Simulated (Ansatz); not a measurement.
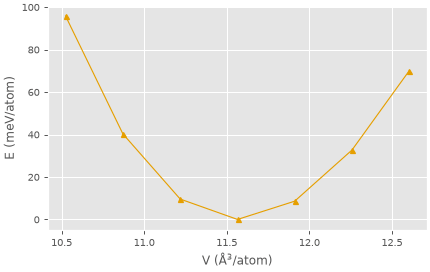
Fig. 1. ZrN (NiAs type, P6_3/mmc) under volume change, plane-wave PAW LDA (Ansatz code), shape and atoms relaxed at each volume.

Q: What does a third-order Birch–Murnaghan fit give for V₀, B₀ and B′?

A: V₀ = 11.56 Å³/atom, B₀ = 278 GPa, B′ = 4.2.

The first step of the workflow began from a Materials Project structure, measured or hypothetical; the Crystallography Open Database copy checked does not list it. It is not the phase usual at ambient conditions (space group No. 225). The LDA relaxation kept the symmetry of its start; of distortions, only those at the zone centre were tested. The run is not spin-polarised.

Potentials: the later of the program's two PAW sets.
